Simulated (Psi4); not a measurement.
# One shape, several levels: doublet [SiH2O2]+

Wanted: a comparison of 4 runs (U-wB97M-V/aug-cc-pVDZ, U-wB97X/aug-cc-pVDZ, UBHLYP/aug-cc-pVDZ, UM06-2X/aug-cc-pVDZ) of doublet [SiH2O2]+. 

The calculation is run with Psi4 1.11.

2 further runs of the same task are left out: 2 set aside as unsound or not needed.

## (1) The structure to begin with

[SiH2O2]+: 5 atoms, total charge +1, spin state doublet. SMILES of the parent species: `O[Si]O`. The coordinates come from a PBE0-D4/def2-TZVP relaxation. This is one conformer, not always the lowest. That shape belongs to the parent species and isn't relaxed for this state.

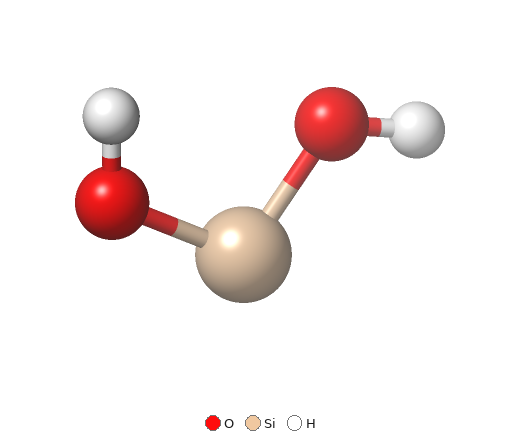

Viewed from a chosen angle; oxygen red, silicon light orange, hydrogen white.

## (2) The energy at U-wB97M-V/aug-cc-pVDZ (run 1)

calc.in

```
memory 2200 MB

molecule geom {
  1 2
  O     -2.72725274    -0.19955508    -0.51967468
  Si    -0.40062194    -1.49534028     1.07279752
  O      1.95775627     0.35432365     0.12963521
  H     -2.32795361     1.22624328    -1.58000001
  H      3.59255834    -0.02475541     0.81900730
  units au
  symmetry c1
}

set {
  basis aug-cc-pVDZ
  reference uks
  puream true
  e_convergence 1e-09
  d_convergence 1e-08
  scf_type pk
  dft_radial_points 99
  dft_spherical_points 590
  maxiter 100
}

E, wfn = energy("wb97m-v", return_wfn=True)
```

Run with:

```bash
$ psi4 -n 1 calc.in calc.out
```

calc.out:

```text
[...]
  Running in c1 symmetry.
[...]
  Nuclear repulsion =  103.646253707904961
[...]
  Multiplicity = 2
[...]
  Nalpha       = 16
  Nbeta        = 15
[...]
    Number of basis functions: 91
[...]
   @UKS iter   1:  -440.56081157048385   -2.22969e-01   8.52682e-03 ADIIS/DIIS
[...]
   @UKS iter  15:  -440.81411874441142   -4.09273e-12   2.56702e-09 DIIS
[...]
   @S^2 Observed:                7.531584849E-01
[...]
  @UKS Final Energy:  -440.81411874441142
   => Energetics <=
    Nuclear Repulsion Energy =            103.6462537079049611
    One-Electron Energy =                -806.5096633725124775
    Two-Electron Energy =                 290.7385273243172037
    DFT Exchange-Correlation Energy =     -28.8188468598826191
    Empirical Dispersion Energy =           0.0000000000000000
    VV10 Nonlocal Energy =                  0.1296104557614939
    Total Energy =                       -440.8141187444114166
[...]
 Multipole Moments:
 ------------------------------------------------------------------------------------
     Multipole            Electronic (a.u.)      Nuclear  (a.u.)        Total (a.u.)
 ------------------------------------------------------------------------------------
 L = 1.  Multiply by 2.5417464519 to convert [e a0] to [Debye]
 Dipole X            :         -0.1935752            0.9827718            0.7891966
 Dipole Y            :         -1.8187096            1.2000747           -0.6186349
 Dipole Z            :          1.4252420           -0.7406014            0.6846406
 Magnitude           :                                                    1.2141965
[...]
```

Run time: 3 min. Hardware: 1 thread of Intel Xeon Platinum 8259CL at 2.50GHz (Skylake/Cascade Lake), shared host; peak memory 1.4 GiB.

## (3) A single-point energy at U-wB97X/aug-cc-pVDZ (run 2)

h2o2si.json

```json
{
  "schema_name": "qcschema_input",
  "schema_version": 1,
  "molecule": {
    "schema_name": "qcschema_molecule",
    "schema_version": 2,
    "symbols": ["O", "Si", "O", "H", "H"],
    "geometry": [-2.72725274, -0.19955508, -0.51967468, -0.40062194, -1.49534028, 1.07279752, 1.95775627, 0.35432365, 0.12963521, -2.32795361, 1.22624328, -1.58000001, 3.59255834, -0.02475541, 0.8190073],
    "molecular_charge": 1,
    "molecular_multiplicity": 2,
    "fix_symmetry": "c1",
    "fix_com": true,
    "fix_orientation": true
  },
  "driver": "energy",
  "model": {
    "method": "wb97x",
    "basis": "aug-cc-pVDZ"
  },
  "keywords": {
    "reference": "uks",
    "puream": true,
    "e_convergence": 1e-09,
    "d_convergence": 1e-08,
    "scf_type": "pk",
    "dft_radial_points": 99,
    "dft_spherical_points": 590,
    "maxiter": 100,
    "scf_properties": ["WIBERG_LOWDIN_INDICES", "MAYER_INDICES", "LOWDIN_CHARGES"]
  }
}
```

Run with:

```bash
$ psi4 --qcschema h2o2si.json -n 1 --memory 2200MB
```

stdout:

```text
[...]
  Running in c1 symmetry.
[...]
  Nuclear repulsion =  103.646253707904961
[...]
  Multiplicity = 2
[...]
  Nalpha       = 16
  Nbeta        = 15
[...]
    Number of basis functions: 91
[...]
   @UKS iter   1:  -440.55338710389799   -2.21759e-01   8.81436e-03 ADIIS/DIIS
[...]
   @UKS iter  15:  -440.82043673857100   -8.98126e-12   3.97339e-09 DIIS
[...]
   @S^2 Observed:                7.538850084E-01
[...]
  @UKS Final Energy:  -440.82043673857100
   => Energetics <=
    Nuclear Repulsion Energy =            103.6462537079049611
    One-Electron Energy =                -806.5975591217231795
    Two-Electron Energy =                 290.5834122626830549
    DFT Exchange-Correlation Energy =     -28.4525435874358550
    Empirical Dispersion Energy =           0.0000000000000000
    VV10 Nonlocal Energy =                  0.0000000000000000
    Total Energy =                       -440.8204367385710043
[...]
 Multipole Moments:
 ------------------------------------------------------------------------------------
     Multipole            Electronic (a.u.)      Nuclear  (a.u.)        Total (a.u.)
 ------------------------------------------------------------------------------------
 L = 1.  Multiply by 2.5417464519 to convert [e a0] to [Debye]
 Dipole X            :         10.9367195          -10.5000742            0.4366453
 Dipole Y            :         17.2853853          -18.4951275           -1.2097422
 Dipole Z            :        -10.1002463           11.1378568            1.0376105
 Magnitude           :                                                    1.6525044
[...]
```

The result, in JSON:

```text
{
 "driver": "energy",
 "model": {
  "method": "wb97x",
  "basis": "aug-cc-pVDZ"
 },
 "success": true,
 "return_result": -440.820436738571,
 "properties": {
  "calcinfo_nbasis": 91,
  "calcinfo_nmo": 91,
  "calcinfo_nalpha": 16,
  "calcinfo_nbeta": 15,
  "calcinfo_natom": 5,
  "nuclear_repulsion_energy": 103.64625370790496,
  "return_energy": -440.820436738571,
  "scf_one_electron_energy": -806.5975591217232,
  "scf_two_electron_energy": 290.58341226268305,
  "scf_xc_energy": -28.452543587435855,
  "scf_dipole_moment": [0.4366453385967599, -1.2097422000686713, 1.0376105307804213],
  "scf_total_energy": -440.820436738571,
  "scf_iterations": 15
 }
}
```

Run time: 40 s. Hardware: 1 thread of Intel Xeon Platinum 8259CL at 2.50GHz (Skylake/Cascade Lake), shared host; peak memory 1.2 GiB.

Run 3 isn't shown in full; the table further down has it.

## (4) A single-point energy at UM06-2X/aug-cc-pVDZ (run 4)

h2o2si.xyz

```xyz
5
H2O2Si
O     -1.443200    -0.105600    -0.275000
Si    -0.212000    -0.791300     0.567700
O      1.036000     0.187500     0.068600
H     -1.231900     0.648900    -0.836100
H      1.901100    -0.013100     0.433400
```

job.py

```python
import psi4

psi4.set_memory('2200 MB')
psi4.set_num_threads(1)
psi4.core.set_output_file('run.log', False)

with open('h2o2si.xyz') as f:
    atoms = ''.join(f.readlines()[2:])
molecule = psi4.geometry('1 2\n' + atoms + 'symmetry c1')

psi4.set_options({
    'basis': 'aug-cc-pVDZ',
    'reference': 'uks',
    'puream': True,
    'e_convergence': 1e-09,
    'd_convergence': 1e-08,
    'scf_type': 'pk',
    'dft_radial_points': 99,
    'dft_spherical_points': 590,
    'maxiter': 100,
})

energy_value, wavefunction = psi4.energy('m06-2x', molecule=molecule, return_wfn=True)
psi4.oeprop(wavefunction, 'LOWDIN_CHARGES', 'MAYER_INDICES', 'DIPOLE', title='M06-2X')
print(f'm06-2x energy: {energy_value:.10f} Eh')
```

Run with:

```bash
$ python job.py
```

run.log:

```text
[...]
  Running in c1 symmetry.
[...]
  Nuclear repulsion =  103.646253627355790
[...]
  Multiplicity = 2
[...]
  Nalpha       = 16
  Nbeta        = 15
[...]
    Number of basis functions: 91
[...]
   @UKS iter   1:  -440.56532064589237   -1.54523e-01   8.23442e-03 ADIIS/DIIS
[...]
   @UKS iter  14:  -440.79942068054930   -1.09139e-11   6.75700e-09 DIIS
[...]
   @S^2 Observed:                7.541061484E-01
[...]
  @UKS Final Energy:  -440.79942068054930
   => Energetics <=
    Nuclear Repulsion Energy =            103.6462536273557902
    One-Electron Energy =                -806.6547174815150356
    Two-Electron Energy =                 280.5839504588873865
    DFT Exchange-Correlation Energy =     -18.3749072852774837
    Empirical Dispersion Energy =           0.0000000000000000
    VV10 Nonlocal Energy =                  0.0000000000000000
    Total Energy =                       -440.7994206805493036
[...]
 Multipole Moments:
 ------------------------------------------------------------------------------------
     Multipole            Electronic (a.u.)      Nuclear  (a.u.)        Total (a.u.)
 ------------------------------------------------------------------------------------
 L = 1.  Multiply by 2.5417464519 to convert [e a0] to [Debye]
 Dipole X            :         -0.2038172            0.9827718            0.7789546
 Dipole Y            :         -1.8719403            1.2000747           -0.6718655
 Dipole Z            :          1.4658705           -0.7406014            0.7252690
 Magnitude           :                                                    1.2586456
[...]
```

Standard output:

```text
m06-2x energy: -440.7994206805 Eh
```

Run time: 66 s. Hardware: 1 thread of Intel Xeon Platinum 8259CL at 2.50GHz (Skylake/Cascade Lake), shared host; peak memory 1.3 GiB.

## (5) The series

| run | level | task | energy (Eh) | HOMO energy (eV) | LUMO energy (eV) | ⟨S²⟩ | wall time |
| --- | --- | --- | --- | --- | --- | --- | --- |
| 1 | U-wB97M-V/aug-cc-pVDZ | energy | -440.814119 | -17.97 | -10.15 | 0.753 | 3 min |
| 2 | U-wB97X/aug-cc-pVDZ | energy | -440.820437 | -18.35 | -10.44 | 0.754 | 40 s |
| 3 | UBHLYP/aug-cc-pVDZ | gradient | -440.798089 | -17.30 | -11.13 | 0.756 | 47 s |
| 4 | UM06-2X/aug-cc-pVDZ | energy | -440.799421 | -17.15 | -11.57 | 0.754 | 66 s |

## (6) Results

| quantity | value |
| --- | --- |
| run 4: total energy | -440.79942 Eh |
| run 4: HOMO energy (highest over α and β) | -17.15 eV |
| run 4: LUMO energy (lowest over α and β) | -11.57 eV |
| run 4: ⟨S²⟩ | 0.754 |

**Reading.** Totals of different functionals can't be ranked against each other. All runs together took 5.5 min, the longest 3 min.
